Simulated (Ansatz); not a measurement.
BH2OF: several calculations on one system

### Relaxation

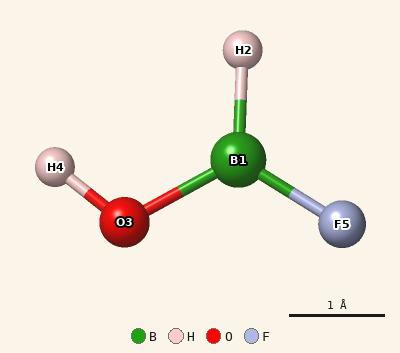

BH$_{2}$OF, before the relaxation. Style: ball-and-stick. Shown at a tilt.

The run prepares an end point of a later path (reaction) calculation, from a guessed geometry.

These are results of Ansatz, RKS PBE0-D4/def2-SVP, not measurements.

The input:
```yaml
crystal:
  periodic: [false, false, false]
  atoms:
    - { symbol: B, position_ang: [0.229372, -0.084743, 0.180238] }
    - { symbol: H, position_ang: [0.186526, -0.125182, 1.371166] }
    - { symbol: O, position_ang: [1.388423, -0.381078, -0.481702] }
    - { symbol: H, position_ang: [2.09946, -0.601832, 0.127597] }
    - { symbol: F, position_ang: [-0.829481, 0.240936, -0.535499] }
basis:
  gaussian: { orbitals: def2-SVP }
hamiltonian:
  xc: pbe0
  dispersion: d4
relax:
  f_tol: 0.03
  max_steps: 50
output:
  orbitals: {}
```

Command:
```bash
ansatz run input.yaml --threads 1 --pin off --max-ram 2048MiB --backend cpu --events-out ev --progress --plain --runs-dir out
```

Where does the relaxation end?

After 3 accepted moves (4 points after the start) the energy has fallen by 0.023 eV. The largest force component goes from 1.1 to 0.014 eV/Å. The line search rejected the trial step at point 2 of the run. The atom that moves furthest after the best rigid fit is H2 (0.039 Å). Largest moves by element: H 0.039 Å, B 0.019 Å, F 0.016 Å, O 0.010 Å. Some distances before and after: B1–O3 1.367 → 1.344 Å, B1–H2 1.192 → 1.211 Å. Bond angles that change, for instance: H2–B1–O3 120.4° → 123.6°, H2–B1–F5 121.4° → 119.0°.

Final geometry:

```xyz
5

B     0.2470   -0.0903    0.1835
H     0.1536   -0.1163    1.3902
O     1.3795   -0.3768   -0.4802
H     2.1087   -0.6048    0.1036
F    -0.8145    0.2362   -0.5352
```

### Relaxation

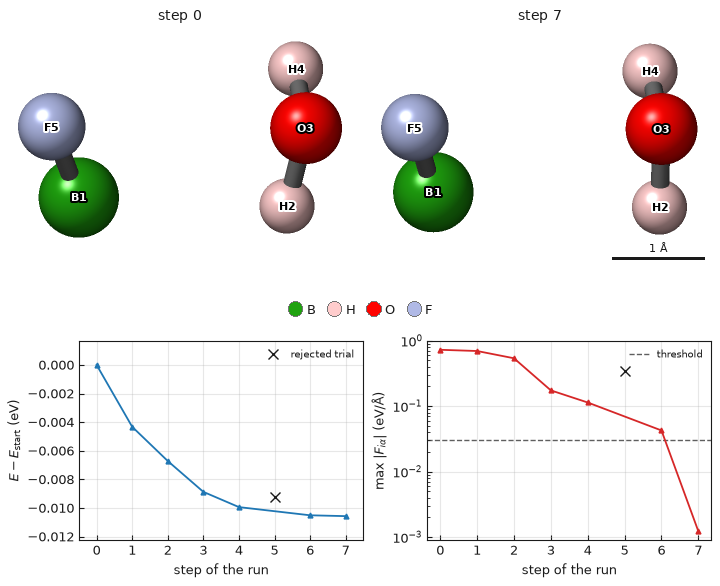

First and last geometry of a relaxation of BH2OF, with the history of the run. A ball-and-stick model, seen from a free direction.

The run prepares an end point of a later path (reaction) calculation, from a guessed geometry.

Computed with RKS PBE0-D4/def2-SVP (Ansatz 0.2.0).

The input:
```yaml
crystal:
  periodic: [false, false, false]
  atoms:
    - { symbol: B, position_ang: [-0.877899, -0.156762, 0.177061] }
    - { symbol: H, position_ang: [1.302496, 0.002025, 1.144726] }
    - { symbol: O, position_ang: [1.725857, 0.000574, 0.257492] }
    - { symbol: H, position_ang: [1.944604, -0.930762, 0.128684] }
    - { symbol: F, position_ang: [-1.020757, 0.133025, -1.046163] }
basis:
  gaussian: { orbitals: def2-SVP }
hamiltonian:
  xc: pbe0
  dispersion: d4
relax:
  f_tol: 0.03
  max_steps: 50
```

Run as
```bash
ansatz run input.yaml --threads 1 --pin off --max-ram 2048MiB --backend cpu --events-out ev --progress --plain --runs-dir out
```

Question: What do the curves and the structures tell?

Answer: It converged. H2 moves most after the best rigid fit: 0.14 Å. By element the largest moves are H 0.14 Å, B 0.09 Å, O 0.05 Å, F 0.05 Å. Near-neighbour distances that change, for instance: H2–O3 0.983 → 0.965 Å. Over 6 accepted moves (7 points after the start) the energy falls by 0.011 eV. Largest force component: 0.73 eV/Å at the start, 0.0012 eV/Å at the end. The line search rejected the trial step at point 5 of the run. Cost: 9.6 s on 1 thread of Arm Neoverse V1, on a shared host, peak memory 0.12 GiB.

```json
{"step": "0", "E − E(0), eV": "0.0000", "largest force component, eV/Å": "0.7276", "note": ""}
{"step": "1", "E − E(0), eV": "-0.0043", "largest force component, eV/Å": "0.6969", "note": ""}
{"step": "2", "E − E(0), eV": "-0.0067", "largest force component, eV/Å": "0.5400", "note": ""}
{"step": "3", "E − E(0), eV": "-0.0089", "largest force component, eV/Å": "0.1745", "note": ""}
{"step": "4", "E − E(0), eV": "-0.0099", "largest force component, eV/Å": "0.1139", "note": ""}
{"step": "5", "E − E(0), eV": "-0.0092", "largest force component, eV/Å": "0.3423", "note": "rejected"}
{"step": "6", "E − E(0), eV": "-0.0105", "largest force component, eV/Å": "0.0426", "note": ""}
{"step": "7", "E − E(0), eV": "-0.0106", "largest force component, eV/Å": "0.0012", "note": ""}
```

Limits of the set-up: the start holds two separate molecules, 2.4 Å apart at their closest, whose relative position is a soft coordinate.

### Path

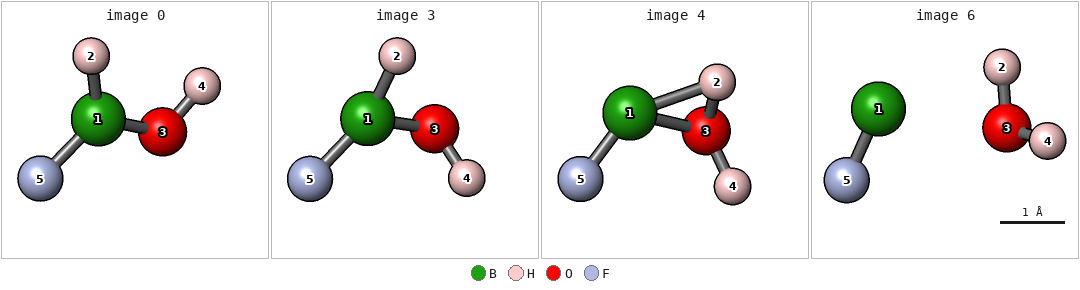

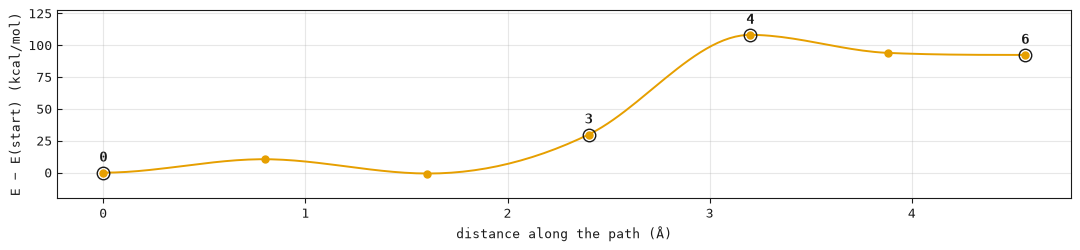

A nudged-elastic-band calculation for BH$_{2}$OF. Images are numbered from 0 (start) to 6 (end). A ball-and-stick model, seen from a free direction.

The calculation used RKS PBE0-D4/def2-SVP (Ansatz 0.2.0). Settings: 5 movable images; climbing image; force threshold 0.05 eV/Å; iteration limit 60; starting path through a guess of the saddle point.

> Read off the barrier and say what moves.

The highest point, image 4, lies 108.2 kcal/mol above the start and 15.7 kcal/mol above the end; the end is at +92.4 kcal/mol relative to the start. Image 2 lies below both ends, at −0.7 kcal/mol, which points to an intermediate minimum that so few images don't resolve. The profile has 2 maxima (images 1, 4) with a dip at image 2 (−0.7 kcal/mol), so the process runs in steps. The path has more than one stage, and so few images may leave a stage unresolved. Breaking: B1–H2 (1.21 → 1.48 at the top → 2.57 Å), B1–O3 (1.34 → 1.57 at the top → 2.59 Å). Forming: H2–O3 (2.25 → 1.13 at the top → 0.97 Å). The band converged in 27 iterations. The largest component of the band force went from 12 to 0.019 eV/Å. The climbing image converged on the top of the path. Its vibrational analysis gives one imaginary mode (1388i cm⁻¹), as a transition state must have.
